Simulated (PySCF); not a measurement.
**C2H5BCl2Ge (SMILES C=[CH][GeH2][B](Cl)Cl): density, localisation and related maps**

```
atom    x (Å)    y (Å)    z (Å)
   C  -1.5395   0.1734  -1.0702
   C  -1.1372  -0.7388  -0.2000
  Ge   0.5374  -0.6447   0.8076
   B   1.6690   0.9647   0.3129
  Cl   1.1455   2.5388   0.7228
  Cl   3.1268   0.7917  -0.5575
   H  -0.9510   1.0529  -1.2848
   H  -2.4724   0.0911  -1.6078
   H  -1.7638  -1.6022  -0.0160
   H   0.1446  -0.6706   2.2579
   H   1.2461  -1.9535   0.6090
```

Geometry: GFN2-xTB.

These are results of PySCF 2.14.0, CAM-B3LYP/def2-SVPD, SCF density, gas phase, not measurements.

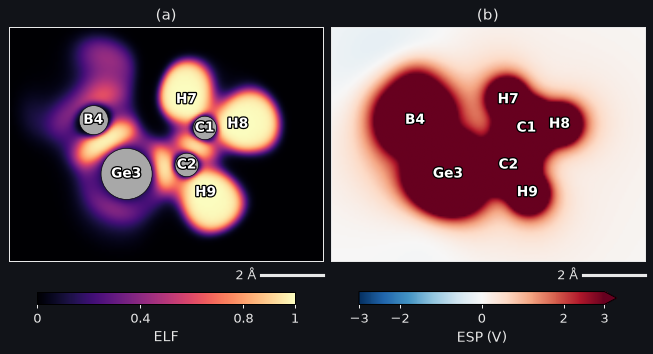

Figure 1. (a) ELF; (b) electrostatic potential on the plane of atoms C2, C1 and H8. Grey discs cover the atomic cores in the ELF map.

Question: What does the map show?

Answer:
- The plane passes through C, Ge, B and H nuclei.
- C–C (1.32 Å): the ELF peaks at about 0.90 between the atoms (a multiple bond).
- C–Ge (1.96 Å): the ELF peaks at about 0.95 in the valence shell of C, 0.7 Å from its nucleus, and is about 0.70 at the midpoint.
- Ge–B (2.03 Å): the ELF peaks at about 1 in the valence shell of B, 0.8 Å from its nucleus, and is about 0.80 at the midpoint.
- C–H (1.08 Å): the ELF climbs to about 1 towards the hydrogen, as it does in any bond to H; a covalent bond by its length.
- The potential has no marked negative region in this plane.

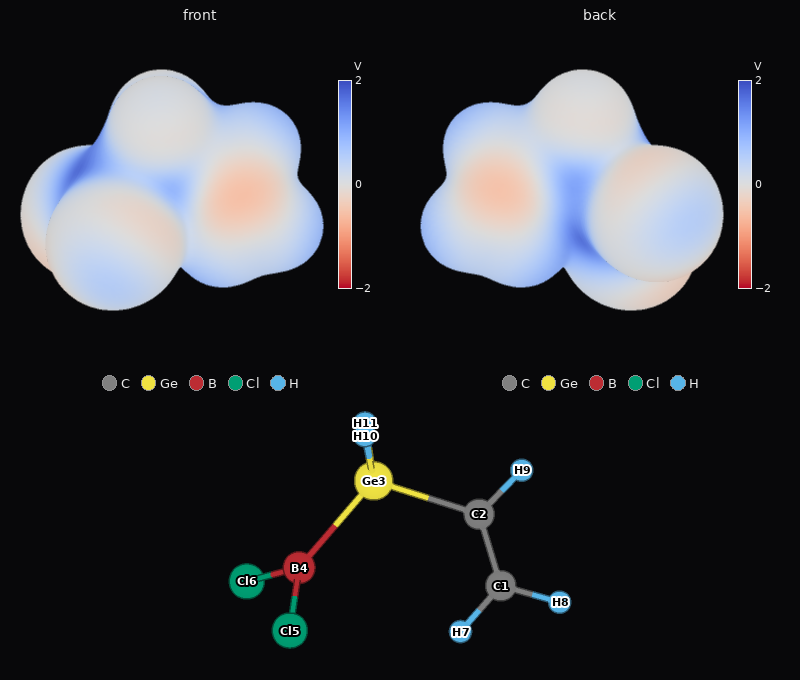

Figure 2. The electrostatic potential painted on the density surface at 0.002 e/bohr³, seen from the front and from behind; red is negative and blue positive. The bare structure is drawn below in the same view.

Question: Where is the surface potential most negative and most positive?

Answer: The most negative region (about −0.5 V) lies over the π face of C1 and C2, the most positive (about +1.6 V) over B4. Cl5 shows a σ-hole: about +0.5 V at the tip opposite its bond, against about 0.0 V on its flanks. Cl6 shows a σ-hole: about +0.5 V at the tip opposite its bond, against about −0.1 V on its flanks.
